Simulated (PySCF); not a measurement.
SMILES B(O)(/C=C\SC)O (C₃H₇BO₂S), singlet at its GFN2-xTB optimised geometry (Å):

```
14

C     -2.7933    -0.8895     0.0340
S     -1.3684     0.2406     0.0003
C     -0.0591    -0.9327     0.0034
C      1.2451    -0.6587     0.0008
B      1.9510     0.7442     0.0000
O      3.3053     0.7442     0.0000
O      1.3162     1.9466     0.0000
H     -2.7727    -1.5271    -0.8452
H     -2.7661    -1.4815     0.9444
H     -3.6835    -0.2691     0.0213
H     -0.4340    -1.9466     0.0057
H      1.9056    -1.5165     0.0007
H      3.6835     1.6243    -0.0008
H      0.3608     1.9270     0.0009
```

Computed with B3LYP/def2-TZVP in PySCF.

Map of the Laplacian of the electron density (e/bohr⁵) on the plane z = 0.6 Å:

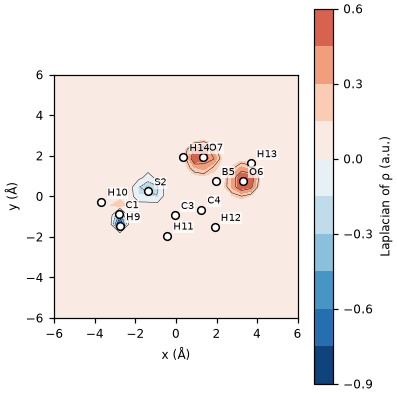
Figure. Laplacian of the electron density (e/bohr⁵) on the plane z = 0.6 Å.
